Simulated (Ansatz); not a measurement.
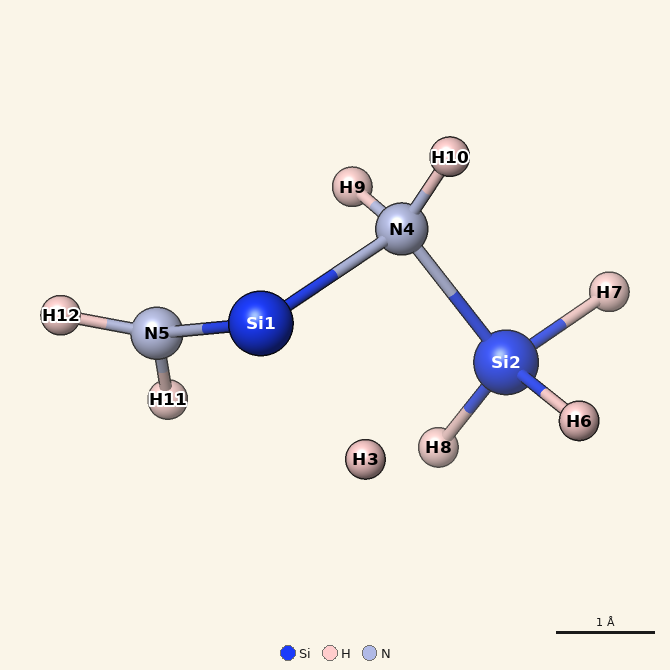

Simulated data, not a measurement (program: Ansatz).

Orthographic view. Depth is shown by fading: the farther an atom, the more it takes the colour of the background. Geometry: start.

List the bonded neighbours of every atom.

Si1: N4, N5
Si2: N4, H6, H7, H8
H3: none
N4: Si1, Si2, H9, H10
N5: Si1, H11, H12
(terminal hydrogens appear only as neighbours)
